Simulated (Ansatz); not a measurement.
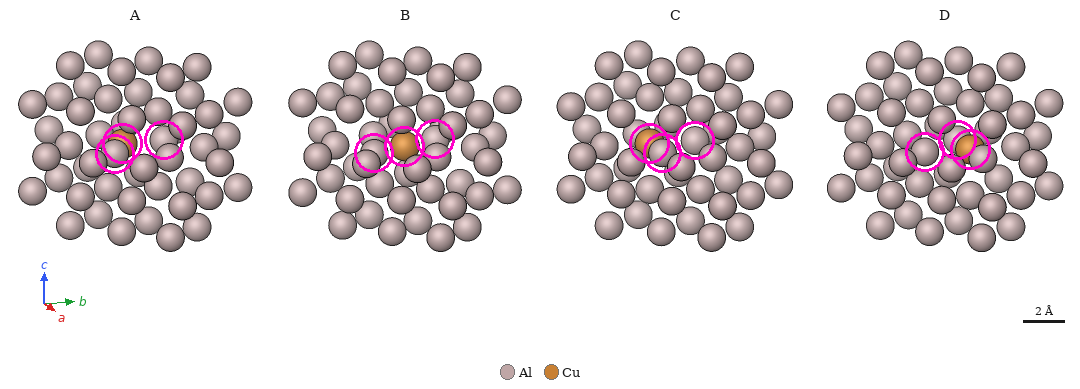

4 geometries from a converged minimum-energy path of Al with an interstitial Cu (33 atoms in the cell), shuffled. Style: spheres-only. Shown: the atoms within 5.6 Å of the middle of the path, slightly off an axis. The atoms that move most are ringed.

The calculation used DFT PBE-D3(BJ), scalar-relativistic, plane waves, PAW in Ansatz 0.2.0. Settings: plane-wave cutoff 420 eV; k-point mesh 3 × 3 × 3; Gaussian smearing 0.15 eV; 5 movable images; climbing image; force threshold 0.05 eV/Å; iteration limit 25; starting path by image-dependent pair potential.

> Which frame is the transition state?

B. In order along the path, whose images run from 0 to 6: D (image 0, 0.00 eV), B (image 3, +0.92 eV), A (image 5, +0.32 eV), C (image 6, 0.00 eV). The Cu atom travels furthest, 2.87 Å from end to end, along [−1 −1 0], on a path that bends up to 0.19 Å away from the straight line. At the highest image its nearest neighbour (Al) is 2.24 Å away, against 2.33 Å at the start, and the surrounding atoms stand up to 0.74 Å off the mean of their end positions.

Limits of the set-up: the periodic images lie only 8.1 Å apart, so the values are limited by the cell's size.

The run took 28 min on 4 threads of Intel(R) Xeon(R) Platinum 8488C (Sapphire Rapids) (shared host), peak memory 5.2 GiB.

PAW datasets: the set soft_1.
